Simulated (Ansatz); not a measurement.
# BH5S (B(H2S)H3) at 6 levels

Aim: a comparison of 6 runs (B2PLYP/STO-3G, HSE06/STO-3G, r2SCAN/STO-3G, UMP2/STO-3G, CCSDTQ/STO-3G, CCSD(T)/STO-3G) of BH5S (B(H2S)H3). 

Program for the calculation: Ansatz 0.2.0.

43 further runs of the same task are left out: 43 set aside as unsound or not needed.

## Step 1: Starting point

The species is BH5S (7 atoms), meant as a singlet with charge 0. SMILES: `[H]B([H])([H])<-S`. The S2–B1 distance was set to 3.059 Å, away from the relaxed value. At this shape a bond of the SMILES string is far longer than usual.

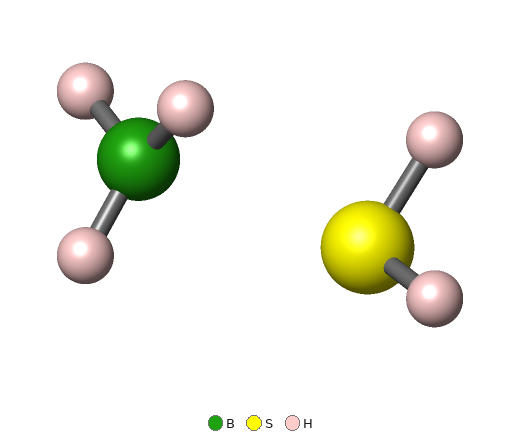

The structure, seen from a chosen angle (boron green, sulfur yellow, hydrogen pink).

## Step 2: The energy at B2PLYP/STO-3G (run 1)

Contents of input.yaml:

```yaml
crystal:
  periodic: [false, false, false]
  atoms:
    - {symbol: B, position_ang: [0.124420, -0.210205, -1.836882]}
    - {symbol: S, position_ang: [0.134050, -0.231310, 1.222430]}
    - {symbol: H, position_ang: [0.506250, 1.037510, 1.415020]}
    - {symbol: H, position_ang: [-1.154430, 0.067690, 1.414850]}
    - {symbol: H, position_ang: [1.276980, -0.209945, -2.095412]}
    - {symbol: H, position_ang: [-0.456210, 0.786605, -2.101552]}
    - {symbol: H, position_ang: [-0.443910, -1.212215, -2.097622]}
basis:
  gaussian: {orbitals: STO-3G}
hamiltonian: {xc: {name: B2PLYP}}
correlation: {frozen_orbitals: {B: 1, H: 0, S: 5}}
accuracy: high
```

Command:

```bash
$ ansatz run input.yaml --threads 1 --pin off --max-ram 2610MiB --events-out events.jsonl --progress --plain --runs-dir runs
```

What it wrote:

```text
Warning: RAYON_NUM_THREADS=1 ignored (pool sized by the plan → 1); use --threads N
Functional definition: B2PLYP
  name "B2PLYP"
  parameter a = 0.53
  parameter c = 0.27
  exchange = (1 - a)*b88_x + a*exact_x
  correlation = (1 - c)*lyp_c + c*(mp2_os + mp2_ss)
313 factors; integrals over basis functions are off by at most 2.8e-8 eV
mean field evaluation 1: about -11455.0554 eV, gradient 9.5e0 eV
mean field evaluation 2: about -11455.0296 eV, gradient 9.5e0 eV
mean field evaluation 4: about -11455.5070 eV, gradient 6.4e-1 eV
mean field evaluation 8: about -11455.5083 eV, gradient 7.0e-4 eV
mean field evaluation 16: about -11455.5083 eV, gradient 2.7e-8 eV
mean field -11455.50826877 eV, -420.9821640549 hartree, gradient 2.7e-8 eV, S^2 0.000000; 0 other end points of the search recorded, 0 dependent functions left out
6 core orbitals not correlated: weight in the atoms' cores, before any rotation towards them, 1.000 or more for the frozen orbitals, at most 0.000 for the correlated occupied ones
reference -11455.50828805 eV, -420.9821647636 hartree; 7, 7 occupied and 6, 6 virtual orbitals, 313 factors
second order -2.32887304 eV of doubles, -0.00000000 eV of singles
Total energy: -11456.13708378 eV, -421.0052725802 hartree
```

Wall time 1.5 s (1 thread of Arm Neoverse V2, shared host); peak memory 0.1 GiB.

## Step 3: A single-point energy at HSE06/STO-3G (run 2)

Contents of job.yaml:

```yaml
crystal:
  periodic: [false, false, false]
  atoms:
    - {symbol: B, position_ang: [0.124420, -0.210205, -1.836882]}
    - {symbol: S, position_ang: [0.134050, -0.231310, 1.222430]}
    - {symbol: H, position_ang: [0.506250, 1.037510, 1.415020]}
    - {symbol: H, position_ang: [-1.154430, 0.067690, 1.414850]}
    - {symbol: H, position_ang: [1.276980, -0.209945, -2.095412]}
    - {symbol: H, position_ang: [-0.456210, 0.786605, -2.101552]}
    - {symbol: H, position_ang: [-0.443910, -1.212215, -2.097622]}
basis:
  gaussian:
    orbitals: STO-3G
hamiltonian:
  xc: {name: HSE06}
accuracy: high
```

Command:

```bash
$ ansatz run job.yaml --threads 1 --pin off --max-ram 2610MiB --events-out events.jsonl --progress --plain --runs-dir runs
```

What it wrote:

```text
Warning: RAYON_NUM_THREADS=1 ignored (pool sized by the plan → 1); use --threads N
Functional definition: HSE06
  name "HSE06"
  parameter a = 0.25
  parameter omega = 0.11/bohr
  exchange = pbe_x - a*pbe_x_sr(omega) + a*exact_x_sr(omega)
  correlation = pbe_c
313 factors; integrals over basis functions are off by at most 2.8e-8 eV
65 factors; integrals over basis functions are off by at most 1.2e-9 eV
mean field evaluation 1: about -11457.0716 eV, gradient 6.5e0 eV
mean field evaluation 2: about -11457.3652 eV, gradient 1.5e0 eV
mean field evaluation 4: about -11457.3784 eV, gradient 6.5e-2 eV
mean field evaluation 8: about -11457.3313 eV, gradient 1.6e-4 eV
mean field -11457.33132448 eV, -421.0491601167 hartree, gradient 2.9e-8 eV, S^2 0.000000; 0 other end points of the search recorded, 0 dependent functions left out
reference -11457.33132657 eV, -421.0491601932 hartree; 13, 13 occupied and 6, 6 virtual orbitals, 313 factors
Total energy: -11457.33132657 eV, -421.0491601932 hartree
```

It took 1.3 s on 1 thread of Arm Neoverse V2, shared host; peak memory 0.099 GiB.

Runs 3 to 5 aren't shown in full; the table further down has their settings and results.

## Step 4: The energy at CCSD(T)/STO-3G (run 6)

Contents of run.yaml:

```yaml
basis:
  gaussian: {orbitals: STO-3G}
crystal:
  periodic: [false, false, false]
  atoms:
    - {symbol: B, position_ang: [0.124420, -0.210205, -1.836882]}
    - {symbol: S, position_ang: [0.134050, -0.231310, 1.222430]}
    - {symbol: H, position_ang: [0.506250, 1.037510, 1.415020]}
    - {symbol: H, position_ang: [-1.154430, 0.067690, 1.414850]}
    - {symbol: H, position_ang: [1.276980, -0.209945, -2.095412]}
    - {symbol: H, position_ang: [-0.456210, 0.786605, -2.101552]}
    - {symbol: H, position_ang: [-0.443910, -1.212215, -2.097622]}
accuracy: high
correlation: {method: ccsd_t, frozen_orbitals: {B: 1, H: 0, S: 5}}
scf: {omitted_lower_state_checks: [cluster_reference, increment]}
```

Command:

```bash
$ ansatz run run.yaml --threads 1 --pin off --max-ram 2610MiB --events-out events.jsonl --progress --plain --runs-dir runs
```

What it wrote:

```text
Warning: RAYON_NUM_THREADS=1 ignored (pool sized by the plan → 1); use --threads N
[... 11 lines left out ...]
6 core orbitals not correlated: weight in the atoms' cores, before any rotation towards them, 1.000 or more for the frozen orbitals, at most 0.000 for the correlated occupied ones
[... 23 lines left out ...]
Total energy: -11441.60964530 eV, -420.4713990634 hartree
Checks for a lower state left out: cluster_reference, increment
```

Run time: 0.14 s. Hardware: 1 thread of Arm Neoverse V2, shared host.

## Step 5: Overview of the runs

```csv
run,level,frozen core orbitals,energy (Eh),wall time
1,B2PLYP/STO-3G,6,-421.005273,1.5 s
2,HSE06/STO-3G,–,-421.049160,1.3 s
3,r2SCAN/STO-3G,–,-421.194335,2.3 s
4,UMP2/STO-3G,6,-420.440491,0.1 s
5,CCSDTQ/STO-3G,6,-420.471536,4.2 s
6,CCSD(T)/STO-3G,6,-420.471399,0.14 s
```

## Step 6: What came out

```
                                          quantity          value
                               run 6: total energy  -420.47140 Eh
run 6: correlation energy (6 core orbitals frozen)      -97.4 mEh
                             run 6: (T) correction      -0.34 mEh
                              run 6: T1 diagnostic          0.006
```

What this shows: Totals of different functionals can't be ranked against each other. In runs 1, 2, 3, 4, 5, 6 the basis is minimal, so the values are rough. All runs together took 9.5 s, the longest 4.2 s.
